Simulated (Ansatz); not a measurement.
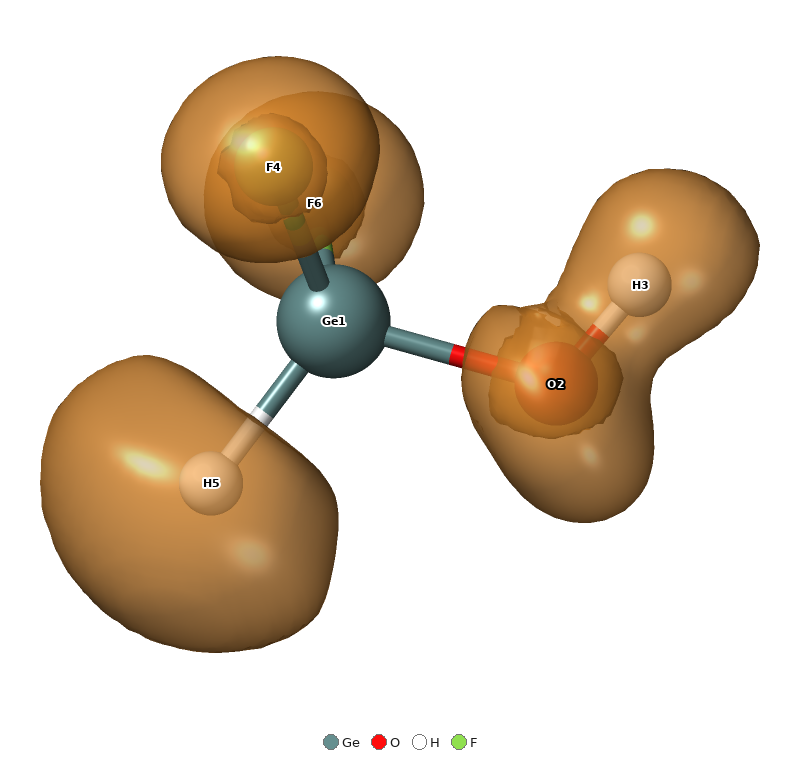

The picture shows: F2GeH2O. Isosurface of the electron localisation function at 0.75 (orange), seen across its widest extent. Core shells and regions of very low density are left out.

These are results of RKS PBE0/def2-SVP (Ansatz 0.2.0), not measurements.

```tsv
atom	x (Å)	y (Å)	z (Å)
Ge	-0.1571	0.1058	-0.0125
O	-0.4822	0.2128	1.6965
H	-0.2092	-0.5642	2.1988
F	1.5267	-0.1777	-0.2576
H	-0.6256	1.3527	-0.7377
F	-0.8991	-1.3170	-0.6455
```

### Describe the localisation domains.

At this value the surface marks out one region around a hydrogen nucleus, two regions wrapped around F (the valence shell of each) and one joined region spread over several atoms (H, O), in which their bonds and any lone pairs are merged. Profiles from the grid: Ge–F (1.73 Å): the ELF peaks at about 0.80 in the valence shell of F, 0.6 Å from its nucleus, and is about 0.25 at the midpoint. Ge–O (1.74 Å): the ELF peaks at about 0.85 in the valence shell of O, 0.6 Å from its nucleus, and is about 0.35 at the midpoint.
